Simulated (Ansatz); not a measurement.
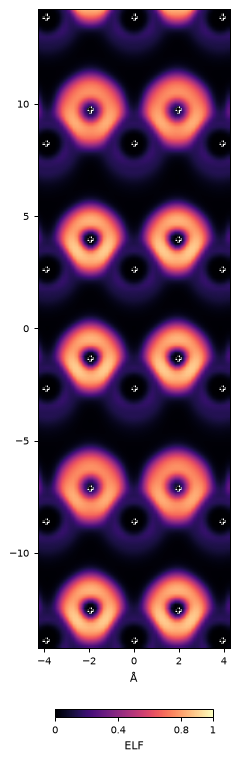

The electron localisation function on a plane through atoms (crosses mark nuclei in the plane).

These are results of DFT r2SCAN, scalar-relativistic, plane waves, PAW in Ansatz 0.2.0, not measurements.

Candidates:
A. Zn5Se2S3, a = 3.93 Å, b = 3.93 Å, c = 27.78 Å, α = 90.00°, β = 90.00°, γ = 90.00°. Space group I-4m2; a structure generated by program, which may or may not match a known phase; computed pressure about −2 GPa in this cell.
B. Sc5AlN6, a = 3.16 Å, b = 3.16 Å, c = 13.29 Å, α = 90.00°, β = 90.00°, γ = 90.00°. Space group P4/mmm; a structure generated by program, which may or may not match a known phase; computed pressure about −2 GPa in this cell.

**Which candidate gave the map?**

Candidate A: Zn5Se2S3 on the (100) plane of the conventional cell, which holds Zn, Se and S. Zn–S (2.37 Å): the ELF peaks at about 0.90 in the valence shell of S, 0.8 Å from its nucleus, and is about 0.60 at the midpoint. Zn–Se (2.46 Å): the ELF is about 0.60 at the midpoint.
